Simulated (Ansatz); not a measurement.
**CH₂FSi (SMILES C=[Si+]F) (charge +1): density, localisation and related maps**

```yaml
atoms:
  - { symbol: C, position_ang: [-0.6092, 0.1738, -0.8311] }
  - { symbol: F, position_ang: [0.9615, -0.3299, 1.6940] }
  - { symbol: Si, position_ang: [-0.0674, -0.7788, 0.5825] }
  - { symbol: H, position_ang: [-0.2940, -0.2146, -1.8189] }
  - { symbol: H, position_ang: [-1.6731, 0.4798, -0.8222] }
```

Geometry: B3LYP-D3(BJ)/def2-SVP.

All numbers below come from isolated molecule in a Gaussian basis; Kohn-Sham density functional theory, functional PBE0 (Ansatz 0.2.0).

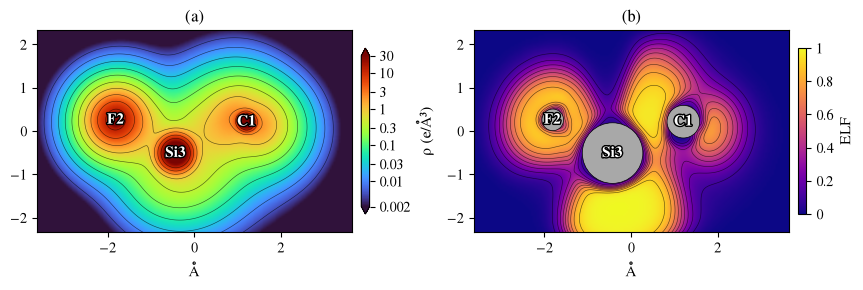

Figure 1. (a) electron density; (b) ELF on the plane of atoms C1, Si3 and F2. Grey discs cover the atomic cores in the ELF map.

Describe what can be read from this map.

Answer. Atoms in the plane: C, F and Si.
Si–F (1.58 Å): ρ is about 1.3 e/Å³ halfway; the ELF peaks at about 0.80 in the valence shell of F, 0.6 Å from its nucleus, and is about 0.55 at the midpoint.
C–Si (1.79 Å): ρ is about 1 e/Å³ halfway; the ELF peaks at about 0.90 between the atoms: a covalent bond.
The ELF also peaks beside Si3 and F2, away from the bonds: lone-pair regions.

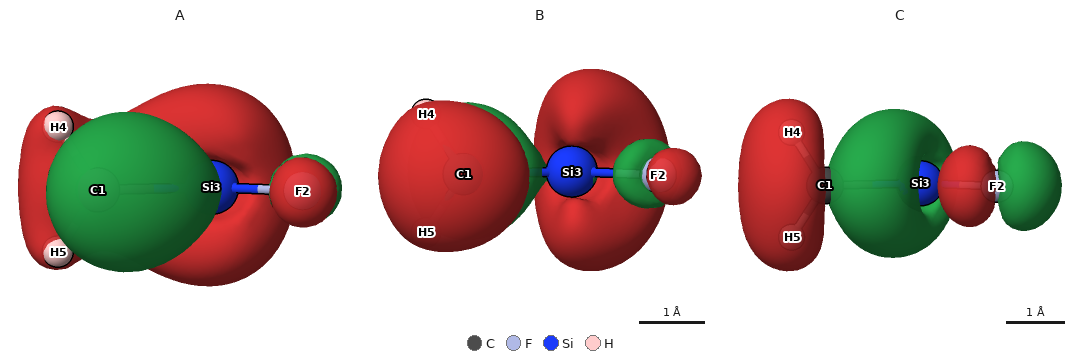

Figure 2. Three frontier orbitals at ±0.1 Å⁻³ᐟ² (green and red are the two phases), in no order.

Which picture is the HOMO−1, the HOMO and the LUMO?

Answer. C is the HOMO−1 (−18.80 eV). By Hirshfeld shares it lies mainly on C1 (about 35 %), Si3 (about 30 %), F2 (about 25 %), H4 (about 5 %) and H5 (about 5 %). A is the HOMO (−14.36 eV). Its weight (Hirshfeld) is mainly on Si3 (about 50 %) and C1 (about 40 %). B is the LUMO (−10.76 eV). It lies mainly on C1 (about 45 %) and Si3 (about 45 %).

What is the HOMO–LUMO gap?

Answer. 3.60 eV between the orbital energies.

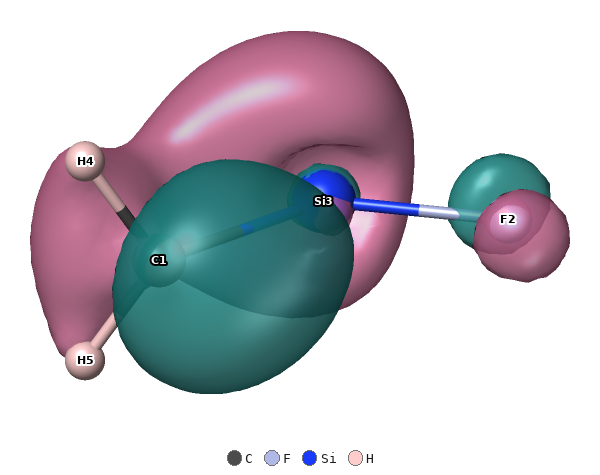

Figure 3. The HOMO at ±0.15 Å⁻³ᐟ² (teal and pink are the two phases), seen at a tilt.

Where does this orbital lie, and at what energy?

Answer. It lies mainly on Si3 (about 50 %) and C1 (about 40 %). Its energy is −14.36 eV.
